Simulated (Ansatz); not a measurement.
System: ClF2H3W···HCl.

```yaml
atoms:
  - { symbol: W, position_ang: [-0.1413, -0.1767, 0.1346] }
  - { symbol: F, position_ang: [-0.2856, 0.4292, 1.8675] }
  - { symbol: H, position_ang: [0.7848, 1.5139, -0.0165] }
  - { symbol: H, position_ang: [0.0417, 1.7220, -0.2242] }
  - { symbol: H, position_ang: [-1.6278, 0.3812, -0.3717] }
  - { symbol: F, position_ang: [-0.6069, -1.9922, 0.5675] }
  - { symbol: Cl, position_ang: [0.7034, -0.5083, -1.9722] }
  - { symbol: Cl, position_ang: [2.3216, -1.6653, 1.3273] }
  - { symbol: H, position_ang: [1.4433, -2.5945, 1.3854] }
```

Core potentials replace the inner electrons of W.

Theory: Ansatz, RHF/def2-SVP.

> What can the converged electron density and electron localisation function tell about the bonding?

W1···Cl8 (3.12 Å): the density falls to about 0.11 e/Å³ on the way; the ELF dips to about 0.05 between them.
H3···H4 (0.80 Å): the density falls to about 1.6 e/Å³ on the way; the ELF is about 1 at the midpoint.
Cl–H (1.28 Å): ρ is about 1.9 e/Å³ halfway; the ELF climbs to about 1 towards the hydrogen, as it does in any bond to H.
W–F (1.92 Å): ρ is about 0.87 e/Å³ halfway; the ELF peaks at about 0.85 in the valence shell of F, 0.5 Å from its nucleus, and drops to about 0.15 between the two atoms.

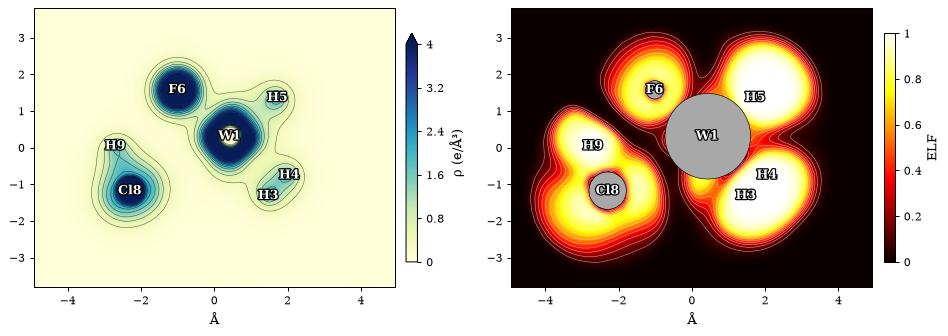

Computed electron density and electron localisation function on the plane of atoms H5, W1 and F6, in this order. Grey discs cover the atomic cores in the ELF map. 
